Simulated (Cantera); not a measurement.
Input: 1 mol B2O3, 7 mol N2, 3.3 mol H2, at 23.3 Torr.

Cantera equilibrium calculation (NASA polynomials, part measured and part estimated; ideal gas, pure solids and liquids). Candidate condensed phases: B, BN, B2O3, B3O3H3, H2O; 39 gas species. Kinetics and transport are ignored.

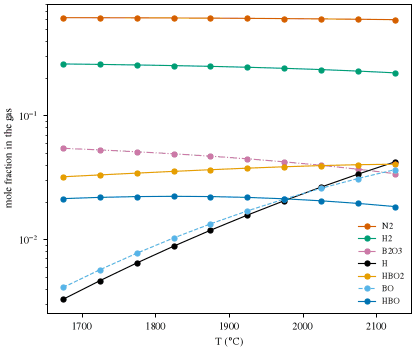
Figure: Equilibrium gas composition (values under 1e-9 drawn at 1e-9)

From 1675 °C to 2125 °C nothing is condensed. The main B-bearing gas is B2O3 throughout.
